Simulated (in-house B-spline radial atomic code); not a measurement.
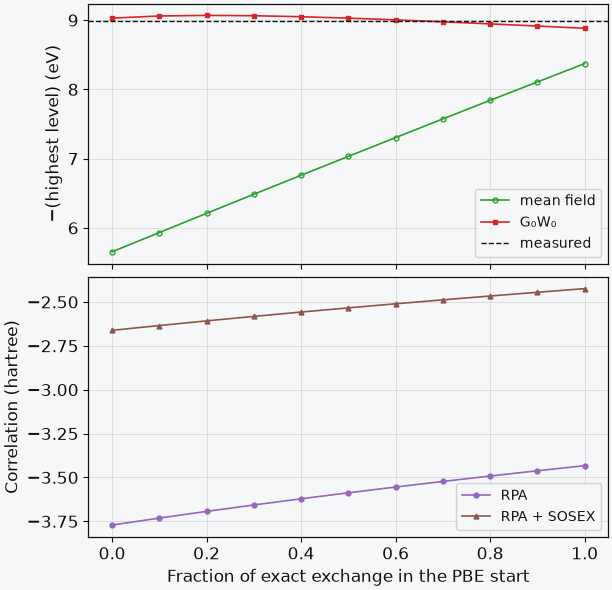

G₀W₀ and RPA for Cd I ([Kr] 4d¹⁰ 5s²) as exact exchange is mixed into the PBE start. All-electron spherical atom, scalar X2C, no spin-orbit coupling, Breit or QED terms; computed with a B-spline radial code.

Question: How do the results depend on the fraction of exact exchange?

Answer: The mean-field binding energy of 5s runs from 5.66 eV at fraction 0 to 8.37 eV at 1, the G₀W₀ value only from 9.03 to 8.88 eV. The two curves don't cross in this range. The measured removal energy is 8.99 eV. The RPA correlation energy goes from −3.77 to −3.43 hartree, and with SOSEX from −2.66 to −2.42.
